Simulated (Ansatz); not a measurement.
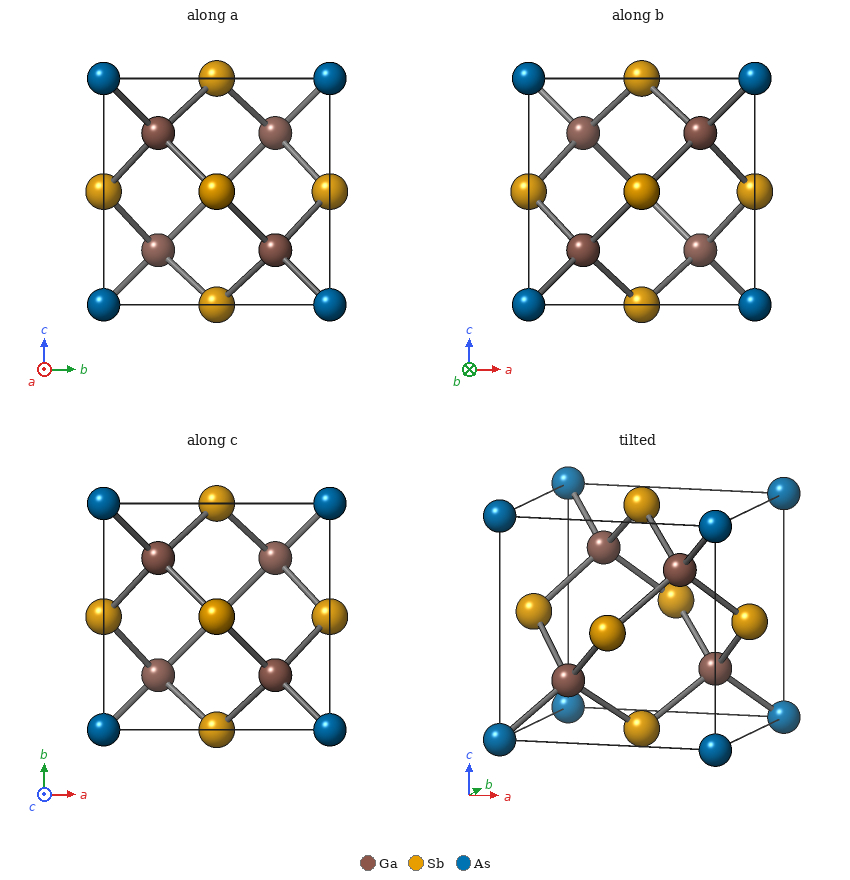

This ball-and-stick model is shown along the a axis, along the b axis, along the c axis and slightly off an axis. The box is the conventional unit cell; atoms on or close to its faces, edges and corners are drawn wherever they repeat.

Lattice parameters: a = 6.0994 Å, b = 6.0994 Å, c = 6.0994 Å, α = 90.000°, β = 90.000°, γ = 90.000°.

Question: Give the structure in the form of a CIF with its space group and independent sites, with free fractional coordinates to two decimals.

Answer:
```cif
data_structure
_symmetry_space_group_name_H-M 'P -4 3 m'
_symmetry_Int_Tables_number 215
_cell_length_a 6.0994
_cell_length_b 6.0994
_cell_length_c 6.0994
_cell_angle_alpha 90.000
_cell_angle_beta 90.000
_cell_angle_gamma 90.000
_cell_volume 226.91
loop_
_atom_site_label
_atom_site_type_symbol
_atom_site_symmetry_multiplicity
_atom_site_Wyckoff_symbol
_atom_site_fract_x
_atom_site_fract_y
_atom_site_fract_z
_atom_site_occupancy
Ga1 Ga 4 e 0.76 0.24 0.76 1
Sb1 Sb 3 c 0.00 0.50 0.50 1
As1 As 1 a 0.00 0.00 0.00 1
```

Its origin is a structure type filled with these elements by a generator (whether the compound takes this form wasn't checked). Relaxation method: DFT PBE, scalar-relativistic, plane waves, PAW in Ansatz.
